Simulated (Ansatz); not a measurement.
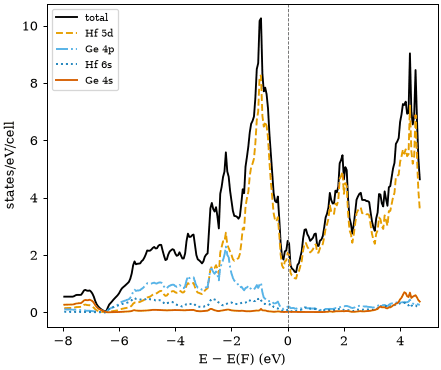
Total and projected density of states of Hf₂Ge in space group I4/mcm (No. 140; Hf on 8h, Ge on 4a), the program Ansatz at the r²SCAN level (PAW)

Problem. Which orbitals carry the states next to the Fermi level?

Solution. Within 0.5 eV of the Fermi level: Hf 5d 83 %, Ge 4p 8 %. Projections are on Löwdin-orthogonalised atomic valence shells; empty p or d shells of many metals are not among them.

Problem. Where is the tallest occupied peak in this window, and what makes it?

Solution. Near -0.9 eV, about 10 states/eV per cell; the largest projected share is Hf 5d.

The workflow started from a Materials Project entry (that database holds measured and hypothetical structures alike); the Crystallography Open Database copy checked does not list it. Whether it is the stable phase at ambient conditions was not checked. Symmetry was held in the r²SCAN relaxation; its stability against distortions is not shown here. The run is not spin-polarised. Spin–orbit coupling is left out wherever it is not named.

Potentials: the later of the program's two PAW sets.
